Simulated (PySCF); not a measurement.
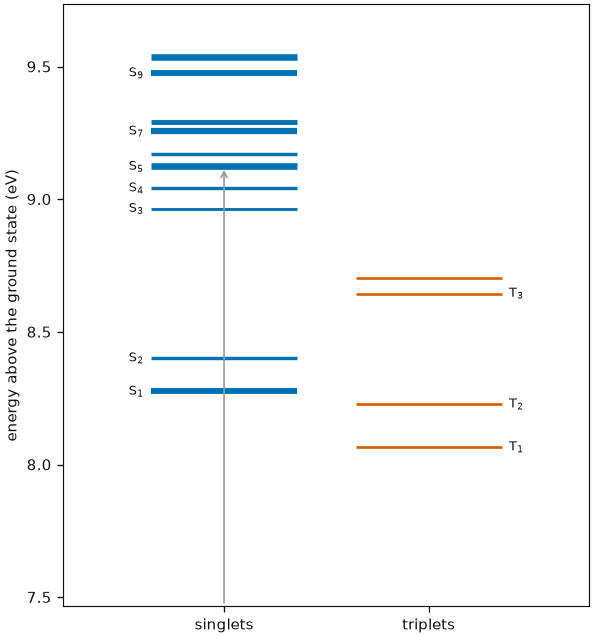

State diagram of C₄H₈F₂O₂, SMILES CO[C@@H](F)COCF. Vertical TDDFT excitations, CAM-B3LYP/def2-SVPD, PySCF 2.14.0, at a PBE0-D3(BJ)/def2-SVP geometry (no frequency check), gas phase. Triplets in the Tamm-Dancoff approximation; only the lowest 10 singlets and 4 triplets were computed. Thicker singlet lines are brighter; the arrow marks the brightest. S0, at zero, lies below the range drawn.

What are the energy, strength and character of the state that the arrow marks?

Answer. S5 at 9.12 eV (136 nm), f = 0.029, mixed, the largest part being HOMO → LUMO+3 (29 %) (S6 lies within 0.06 eV, too close to order).

What is the vertical gap between S1 and T1?

Answer. 0.21 eV: S1 at 8.28 eV, T1 at 8.07 eV.

What character does the calculation give T1?

Answer. Mainly HOMO−1 → LUMO (61 %).

Known limits of this run: one conformer of a flexible molecule; core orbitals are frozen in the response.
